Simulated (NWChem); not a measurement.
# Si2H6 (disilane) at 5 levels

Wanted: a comparison of 5 runs (B3LYP/aug-cc-pVDZ, BHLYP/aug-cc-pVDZ, CAM-B3LYP/aug-cc-pVDZ, M06-2X/aug-cc-pVDZ, PBE0/aug-cc-pVDZ) of Si2H6 (disilane). 

The calculation is run with NWChem 7.3.0.

## (1) The molecule

The species is Si2H6 (8 atoms), meant as a singlet with charge 0. SMILES: `[SiH3][SiH3]`. The Si1–H5 distance was set to 1.934 Å, away from the relaxed value.

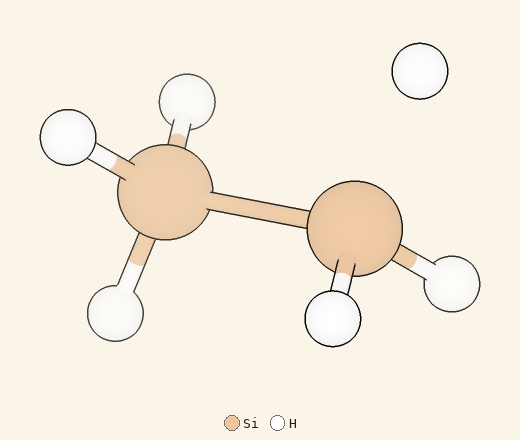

Viewed from a chosen angle; silicon light orange, hydrogen white.

## (2) A single-point energy at B3LYP/aug-cc-pVDZ (run 1)

struct.xyz reads:

```xyz
8
H6Si2 B3LYP
Si    -0.080242     0.138019    -1.091003
Si     0.623758    -0.856581     0.904897
H      1.094158     0.596019    -1.881003
H     -0.852642    -0.836081    -1.908003
H     -1.208000     1.664100    -0.717900
H      1.399258     0.116419     1.720197
H      1.488358    -2.032681     0.617897
H     -0.550742    -1.311381     1.696497
```

run.py reads:

```python
from ase.io import read
from ase.calculators.nwchem import NWChem

mol = read('struct.xyz')

calc = NWChem(
    label='struct',
    theory='dft',
    memory='2200 mb',
    basis='aug-cc-pVDZ',
    basispar='spherical bse',
    dft={'xc': 'b3lyp', 'mult': '1', 'grid': 'fine', 'convergence': 'energy 1e-08', 'iterations': '100', 'mulliken': None},
    task='energy',
)
mol.calc = calc

print(f"energy = {mol.get_potential_energy():.6f} eV")
print("dipole (e A):", mol.get_dipole_moment().round(4))
```

The run is started by

```console
$ export ASE_NWCHEM_COMMAND="nwchem PREFIX.nwi > PREFIX.nwo"
$ python run.py
```

The log of the run:

```text
energy = -15852.818016 eV
dipole (e A): [ 0.0884 -0.1201 -0.0038]
```

The calculator wrote struct.nwi:

```
title "struct"

permanent_dir struct

scratch_dir struct

start struct

geometry units angstrom nocenter noautosym noautoz
  Si -8.0241999999999994e-02 1.3801900000000000e-01 -1.0910029999999999e+00
  Si 6.2375800000000003e-01 -8.5658100000000004e-01 9.0489699999999995e-01
  H  1.0941580000000000e+00 5.9601899999999997e-01 -1.8810030000000000e+00
  H  -8.5264200000000001e-01 -8.3608099999999996e-01 -1.9080029999999999e+00
  H  -1.2080000000000000e+00 1.6640999999999999e+00 -7.1789999999999998e-01
  H  1.3992579999999999e+00 1.1641899999999999e-01 1.7201970000000000e+00
  H  1.4883580000000001e+00 -2.0326810000000002e+00 6.1789700000000003e-01
  H  -5.5074199999999995e-01 -1.3113809999999999e+00 1.6964969999999999e+00
end

memory 2200 mb

basis spherical bse noprint
   * library aug-cc-pVDZ
end

dft
  xc b3lyp
  mult 1
  grid fine
  convergence energy 1e-08
  iterations 100
  mulliken
end

task dft energy
```

struct.nwo:

```text
Northwest Computational Chemistry Package (NWChem) 7.3.0
             --------------------------------------------------------

           Job information
           ---------------

    nwchem branch   = 7.3.0
    use scalapack   = T
    input           = struct.nwi
    prefix          = struct.
    data base       = struct/struct.db
    status          = startup
    nproc           =        1

           Memory information
           ------------------

    heap     =     72089596 doubles =      550.0 Mbytes
    stack    =     72089601 doubles =      550.0 Mbytes
    global   =    144179200 doubles =     1100.0 Mbytes (distinct from heap & stack)
    total    =    288358397 doubles =     2200.0 Mbytes
    verify   = yes
    hardfail = no

[... 99 lines left out ...]
  convergence criterion.
[... 18 lines left out ...]
          Convergence on density requested:  1.00D-05
[... 24 lines left out ...]
          Convergence Information
[... 58 lines left out ...]
   convergence    iter        energy       DeltaE   RMS-Dens  Diis-err    time
[... 13 lines left out ...]
           Coulomb energy =      355.310663396481
[... 7 lines left out ...]
                       DFT Final Molecular Orbital Analysis
[... 782 lines left out ...]
 center of mass
 --------------
 x =   0.50555674 y =  -0.66812758 z =  -0.17320287

 moments of inertia (a.u.)
 ------------------
         331.340369024379          43.569335686231         -80.745740282962
          43.569335686231         300.895479952449         114.058445176409
         -80.745740282962         114.058445176409         134.356575141543

     Multipole analysis of the density
     ---------------------------------

     L   x y z        total         alpha         beta         nuclear
     -   - - -        -----         -----         ----         -------
     0   0 0 0     -0.000000    -17.000000    -17.000000     34.000000

     1   1 0 0      0.167088     -8.400961     -8.400961     16.969010
[... 8 lines of this table left out ...]
     2   0 0 2    -23.844911    -86.987603    -86.987603    150.130295

 Task  times  cpu:       25.0s     wall:       25.0s
 Total times  cpu:       25.1s     wall:       25.1s
```

Run time: 26 s. Hardware: 1 thread of AMD EPYC 9R45 (Zen 5), shared host; peak memory 0.12 GiB.

## (3) A single-point energy at BHLYP/aug-cc-pVDZ (run 2)

mol.nw reads:

```
start mol
title "H6Si2 BHLYP"
memory stack 880 mb heap 220 mb global 1100 mb
charge 0
geometry units bohr noautosym nocenter noautoz
  Si -0.15163540  0.26081811 -2.06169687
  Si  1.17873179 -1.61870349  1.71000750
  H   2.06765896  1.12631268 -3.55458051
  H  -1.61125986 -1.57996411 -3.60560311
  H  -2.28278916  3.14469324 -1.35663438
  H   2.64421440  0.22000003  3.25070121
  H   2.81258900 -3.84121039  1.16765610
  H  -1.04075155 -2.47815094  3.20591470
end
basis spherical bse
  Si library aug-cc-pVDZ
  H library aug-cc-pVDZ
end
dft
  xc bhlyp
  mult 1
  grid fine
  convergence energy 1e-08
  maxiter 100
  mulliken
  print medium
end
task dft energy
```

The run is started by

```console
$ nwchem mol.nw > mol.out
```

The log of the run:

```text
[...]
          Wavefunction type:  closed shell.
          No. of atoms     :     8
          No. of electrons :    34
[...]
          Charge           :     0
          Spin multiplicity:     1
[...]
          AO basis - number of functions:   108
[...]
              XC Information
              --------------
                        BHLYP Method XC Functional
                     Hartree-Fock (Exact) Exchange  0.500
                        Slater Exchange Functional  0.500 local
                    Becke 1988 Exchange Functional  0.500 non-local
              Lee-Yang-Parr Correlation Functional  1.000
[...]
 d= 0,ls=0.0,diis     1   -582.5028685867 -6.72D+02  5.97D-03  1.00D-01     4.1
[...]
 d= 0,ls=0.0,diis     7   -582.5259446723 -6.18D-09  4.75D-07  1.04D-09    21.9
         Total DFT energy =     -582.525944672302
      One electron energy =     -983.232923551827
           Coulomb energy =      355.344787679850
    Exchange-Corr. energy =      -43.951543079597
 Nuclear repulsion energy =       89.313734279272
[...]
      Total Density - Mulliken Population Analysis
     ---------------------------------------------
    Atom       Charge   Shell Charges
 -----------   ------   -------------------------------------------------------
    1 Si  14    14.47   2.00  2.03  0.78  0.62 -0.06  6.01  1.46  1.42  0.01  0.17  0.03
    2 Si  14    14.71   2.00  2.03  0.77  0.66 -0.09  6.01  1.56  1.51  0.02  0.19  0.05
    3 H    1     0.74   0.73 -0.00 -0.00  0.01 -0.00
    4 H    1     0.74   0.73 -0.00 -0.00  0.01 -0.00
    5 H    1     1.08   0.60  0.42  0.04  0.01  0.01
    6 H    1     0.75   0.74  0.00  0.00  0.01 -0.01
    7 H    1     0.76   0.74  0.01  0.01  0.01 -0.01
    8 H    1     0.75   0.74  0.00  0.00  0.01 -0.01
[...]
```

Run time: 23 s. Hardware: 1 thread of AMD EPYC 9R45 (Zen 5), shared host; peak memory 0.12 GiB.

Run 3 isn't shown in full; the table further down has it.

## (4) A single-point energy at M06-2X/aug-cc-pVDZ (run 4)

a.xyz reads:

```xyz
8
H6Si2 energy
Si    -0.080242     0.138019    -1.091003
Si     0.623758    -0.856581     0.904897
H      1.094158     0.596019    -1.881003
H     -0.852642    -0.836081    -1.908003
H     -1.208000     1.664100    -0.717900
H      1.399258     0.116419     1.720197
H      1.488358    -2.032681     0.617897
H     -0.550742    -1.311381     1.696497
```

a.nw reads:

```
start a
title "H6Si2 energy"
memory stack 880 mb heap 220 mb global 1100 mb
charge 0
geometry noautosym nocenter noautoz
  load a.xyz
end
basis "ao basis" spherical bse
  Si library aug-cc-pVDZ
  H library aug-cc-pVDZ
end
dft
  xc m06-2x
  mult 1
  grid fine
  convergence energy 1e-08
  iterations 100
  mulliken
end
task dft
```

The run is started by

```console
$ nwchem a.nw > a.out
```

The log of the run:

```text
[...]
          Wavefunction type:  closed shell.
          No. of atoms     :     8
          No. of electrons :    34
[...]
          Charge           :     0
          Spin multiplicity:     1
[...]
          AO basis - number of functions:   108
[...]
              XC Information
              --------------
                       M06-2X Method XC Functional
                     Hartree-Fock (Exact) Exchange  0.540
                        M06-2X Exchange Functional  1.000
                      M06-2X Correlation Potential  1.000
[...]
 d= 0,ls=0.0,diis     1   -582.4468169898 -6.72D+02  8.48D-03  1.01D-01     4.6
[...]
 d= 0,ls=0.0,diis     8   -582.4652606653 -2.48D-09  6.24D-07  4.81D-10    28.2
         Total DFT energy =     -582.465260665304
      One electron energy =     -983.383316268666
           Coulomb energy =      355.482230108608
    Exchange-Corr. energy =      -43.877915201307
 Nuclear repulsion energy =       89.313740696060
[...]
      Total Density - Mulliken Population Analysis
     ---------------------------------------------
    Atom       Charge   Shell Charges
 -----------   ------   -------------------------------------------------------
    1 Si  14    14.68   2.00  2.04  0.77  0.70 -0.05  6.01  1.48  1.52  0.02  0.16  0.04
    2 Si  14    14.90   2.00  2.04  0.76  0.77 -0.10  6.01  1.58  1.59  0.03  0.17  0.05
    3 H    1     0.68   0.72 -0.04 -0.00  0.01 -0.01
    4 H    1     0.68   0.72 -0.04 -0.00  0.01 -0.01
    5 H    1     0.99   0.60  0.35  0.04  0.00 -0.00
    6 H    1     0.69   0.73 -0.04  0.00  0.01 -0.01
    7 H    1     0.70   0.73 -0.03  0.01  0.01 -0.02
    8 H    1     0.69   0.73 -0.04  0.00  0.01 -0.01
[...]
```

It took 29 s on 1 thread of AMD EPYC 9R45 (Zen 5), shared host; peak memory 0.12 GiB.

## (5) The energy at PBE0/aug-cc-pVDZ (run 5)

h6si2.nw reads:

```
start h6si2
memory 2200 mb
geometry noautosym nocenter noautoz
  Si   -0.080242    0.138019   -1.091003
  Si    0.623758   -0.856581    0.904897
  H     1.094158    0.596019   -1.881003
  H    -0.852642   -0.836081   -1.908003
  H    -1.208000    1.664100   -0.717900
  H     1.399258    0.116419    1.720197
  H     1.488358   -2.032681    0.617897
  H    -0.550742   -1.311381    1.696497
end
basis "ao basis" spherical bse
  * library aug-cc-pVDZ
end
dft
  xc pbe0
  grid fine
  convergence energy 1e-08
  maxiter 100
  mulliken
end
task dft energy
```

The run is started by

```console
$ nwchem h6si2.nw > h6si2.out
```

The log of the run:

```text
[...]
          Wavefunction type:  closed shell.
          No. of atoms     :     8
          No. of electrons :    34
[...]
          Charge           :     0
          Spin multiplicity:     1
[...]
          AO basis - number of functions:   108
[...]
              XC Information
              --------------
                         PBE0 Method XC Functional
                     Hartree-Fock (Exact) Exchange  0.250
          PerdewBurkeErnzerhof Exchange Functional  0.750
            Perdew 1991 LDA Correlation Functional  1.000 local
           PerdewBurkeErnz. Correlation Functional  1.000 non-local
[...]
 d= 0,ls=0.0,diis     1   -582.2614533618 -6.72D+02  5.97D-03  1.14D-01     4.0
[...]
 d= 0,ls=0.0,diis     8   -582.2813333746 -1.80D-10  2.18D-07  3.58D-10    24.6
         Total DFT energy =     -582.281333374574
      One electron energy =     -983.403138523769
           Coulomb energy =      355.485600295204
    Exchange-Corr. energy =      -43.677535842070
 Nuclear repulsion energy =       89.313740696060
[...]
      Total Density - Mulliken Population Analysis
     ---------------------------------------------
    Atom       Charge   Shell Charges
 -----------   ------   -------------------------------------------------------
    1 Si  14    14.52   2.00  2.04  0.77  0.73 -0.09  6.01  1.49  1.38  0.01  0.15  0.02
    2 Si  14    14.71   2.00  2.04  0.77  0.75 -0.11  6.02  1.59  1.44  0.02  0.17  0.04
    3 H    1     0.73   0.72 -0.01  0.01  0.01 -0.00
    4 H    1     0.73   0.72 -0.01  0.01  0.01 -0.00
    5 H    1     1.06   0.60  0.40  0.05  0.00  0.01
    6 H    1     0.75   0.72  0.01  0.01  0.01 -0.01
    7 H    1     0.75   0.72  0.02  0.01  0.01 -0.01
    8 H    1     0.75   0.72  0.01  0.01  0.01 -0.01
[...]
```

It took 25 s on 1 thread of AMD EPYC 9R45 (Zen 5), shared host; peak memory 0.12 GiB.

## (6) All runs side by side

| run | level | energy (Eh) | dipole moment (D) | HOMO energy (eV) | LUMO energy (eV) | wall time |
| --- | --- | --- | --- | --- | --- | --- |
| 1 | B3LYP/aug-cc-pVDZ | -582.580321 | 0.72 | -8.12 | -1.13 | 26 s |
| 2 | BHLYP/aug-cc-pVDZ | -582.525945 | 0.76 | -9.30 | -0.18 | 23 s |
| 3 | CAM-B3LYP/aug-cc-pVDZ | -582.532669 | 0.73 | – | – | 78 s |
| 4 | M06-2X/aug-cc-pVDZ | -582.465261 | 0.73 | -9.27 | -0.31 | 29 s |
| 5 | PBE0/aug-cc-pVDZ | -582.281333 | 0.68 | -8.31 | -0.91 | 25 s |

## (7) Summary of results

| quantity | value |
| --- | --- |
| run 5: total energy | -582.28133 Eh |
| run 5: dipole moment | 0.68 D |
| run 5: HOMO energy | -8.31 eV |
| run 5: LUMO energy | -0.91 eV |
| run 5: HOMO–LUMO gap | 7.40 eV |

What this shows: The dipole moment (its size) runs from 0.68 D (PBE0/aug-cc-pVDZ) to 0.76 D (BHLYP/aug-cc-pVDZ). Over runs 1, 2, 4, 5 the HOMO–LUMO gap runs from 6.99 eV (B3LYP/aug-cc-pVDZ) to 9.12 eV (BHLYP/aug-cc-pVDZ). Totals of different functionals can't be ranked against each other. All runs together took 3 min, the longest 78 s.
